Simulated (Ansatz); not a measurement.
# r2SCAN0/STO-3G run of BNH4 (SMILES BN)

What is the vertical ionisation energy of BNH4 at r2SCAN0/STO-3G? 

The calculation is run with Ansatz 0.2.0.

47 further runs of the same task are left out: 47 set aside as unsound or not needed.

## 1. The structure to begin with

BNH4 has 6 atoms, charge 0, and is taken as a singlet. As SMILES, `BN`. The shape is that of a PBE0-D4/def2-TZVP optimisation.

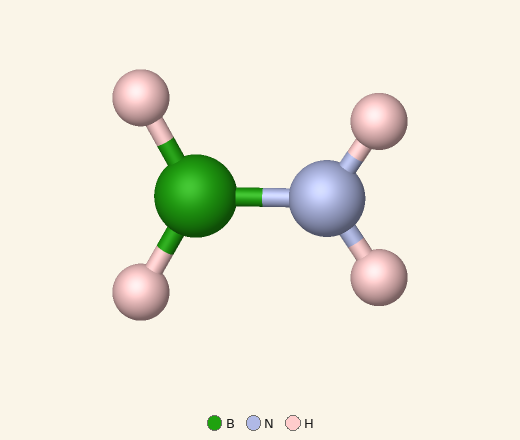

The structure, seen from a chosen angle (boron green, nitrogen light blue, hydrogen pink).

## 2. The energy at r2SCAN0/STO-3G

job.yaml

```yaml
crystal:
  periodic: [false, false, false]
  atoms:
    - {symbol: B, position_ang: [-0.128200, -0.679600, -0.025600]}
    - {symbol: N, position_ang: [0.146100, 0.677400, 0.010800]}
    - {symbol: H, position_ang: [0.225800, -1.368000, 0.887500]}
    - {symbol: H, position_ang: [-0.712000, -1.128700, -0.969200]}
    - {symbol: H, position_ang: [-0.121600, 1.313700, -0.720800]}
    - {symbol: H, position_ang: [0.632000, 1.121400, 0.771300]}
basis:
  gaussian:
    orbitals: STO-3G
hamiltonian:
  xc: {name: r2SCAN0}
accuracy: high
```

Started as:

```sh
ansatz run job.yaml --threads 1 --pin off --max-ram 2610MiB --events-out events.jsonl --progress --plain --runs-dir runs
```

Output:

```text
Warning: RAYON_NUM_THREADS=1 ignored (pool sized by the plan → 1); use --threads N
Functional definition: r2SCAN0
  name "r2SCAN0"
  parameter a = 0.25
  parameter k0 = 0.174
  parameter k1 = 0.065
  parameter a1 = 4.9479
  exchange = (1 - a)*r2scan_x(k0 = k0, k1 = k1, a1 = a1) + a*exact_x
  correlation = r2scan_c
230 factors; integrals over basis functions are off by at most 7.8e-9 eV
mean field evaluation 1: about -2202.2871 eV, gradient 8.7e0 eV
mean field evaluation 2: about -2202.4016 eV, gradient 7.0e0 eV
mean field evaluation 4: about -2202.5369 eV, gradient 3.3e-2 eV
mean field evaluation 8: about -2202.4991 eV, gradient 6.9e-4 eV
mean field -2202.49914606 eV, -80.9403507102 hartree, gradient 4.2e-9 eV, S^2 0.000000; 0 other end points of the search recorded, 0 dependent functions left out
reference -2202.49914637 eV, -80.9403507214 hartree; 8, 8 occupied and 6, 6 virtual orbitals, 230 factors
Total energy: -2202.49914637 eV, -80.9403507214 hartree
```

It took 1.8 s on 1 thread of Arm Neoverse V1, shared host; peak memory 0.12 GiB.

## 3. The doublet cation

job.yaml

```yaml
crystal:
  periodic: [false, false, false]
  atoms:
    - symbol: B
      position_ang: [-0.128200, -0.679600, -0.025600]
    - symbol: "N"
      position_ang: [0.146100, 0.677400, 0.010800]
    - symbol: H
      position_ang: [0.225800, -1.368000, 0.887500]
    - symbol: H
      position_ang: [-0.712000, -1.128700, -0.969200]
    - symbol: H
      position_ang: [-0.121600, 1.313700, -0.720800]
    - symbol: H
      position_ang: [0.632000, 1.121400, 0.771300]
basis:
  gaussian:
    orbitals: STO-3G
total_charge: 1
magnetization:
  spin_polarized: true
  initial_magnetization: 1
hamiltonian:
  xc: {name: r2SCAN0}
accuracy: high
```

Started as:

```sh
ansatz run job.yaml --threads 1 --pin off --max-ram 2610MiB --events-out events.jsonl --progress --plain --runs-dir runs
```

Output:

```text
Warning: RAYON_NUM_THREADS=1 ignored (pool sized by the plan → 1); use --threads N
Functional definition: r2SCAN0
  name "r2SCAN0"
  parameter a = 0.25
  parameter k0 = 0.174
  parameter k1 = 0.065
  parameter a1 = 4.9479
  exchange = (1 - a)*r2scan_x(k0 = k0, k1 = k1, a1 = a1) + a*exact_x
  correlation = r2scan_c
229 factors; integrals over basis functions are off by at most 7.8e-9 eV
mean field evaluation 1: about -2188.0789 eV, gradient 2.3e1 eV
mean field evaluation 2: about -2180.4106 eV, gradient 4.4e1 eV
mean field evaluation 4: about -2192.5326 eV, gradient 4.4e0 eV
mean field evaluation 8: about -2192.6431 eV, gradient 2.4e-2 eV
mean field evaluation 16: about -2192.6431 eV, gradient 2.3e-5 eV
mean field -2192.64313522 eV, -80.5781489924 hartree, gradient 3.1e-8 eV, S^2 0.753925; 2 other end points of the search recorded, 0 dependent functions left out
reference -2192.64313586 eV, -80.5781490161 hartree; 8, 7 occupied and 6, 7 virtual orbitals, 229 factors
Total energy: -2192.64313586 eV, -80.5781490161 hartree
```

It took 3.9 s on 1 thread of Arm Neoverse V1, shared host; peak memory 0.2 GiB.

## 4. Summary of results

Level: r2SCAN0/STO-3G.

```
                                          quantity         value
                        singlet BNH4: total energy  -80.94035 Eh
                      doublet cation: total energy  -80.57815 Eh
                              doublet cation: ⟨S²⟩         0.754
vertical ionisation energy (to the doublet cation)      9.856 eV
```

**Reading.** Removing an electron at fixed nuclei costs 9.86 eV (951 kJ/mol). In a minimal basis such a difference can be off by several eV, whatever the method.
